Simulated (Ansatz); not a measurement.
The reference is MgSe in the rock salt structure (space group Fm-3m, No. 225; a = 5.4722 Å). Axes: x, y, z lie along the cube axes.

It is then changed as follows: a free-standing slab of 5 layers (10 atoms, 2 a layer) is cut normal to the z axis, with 15 Å of vacuum and the in-plane cell held at bulk.

All numbers come from Kohn–Sham DFT with the r2SCAN functional, run in Ansatz (a program for electronic structure) with PAW and 500 eV plane waves, no SOC.

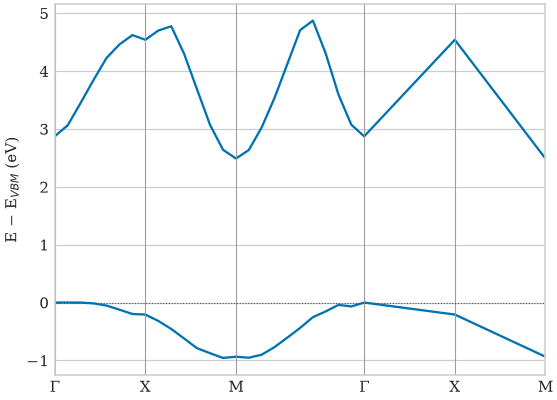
Highest valence and lowest conduction band along the path of the changed cell's own zone

The gap is 2.49 eV, indirect, Γ → M; the base has 2.48 eV.

Whether these cells are dynamically stable was not tested. Labels are those of the standard path for the cell's own space group.
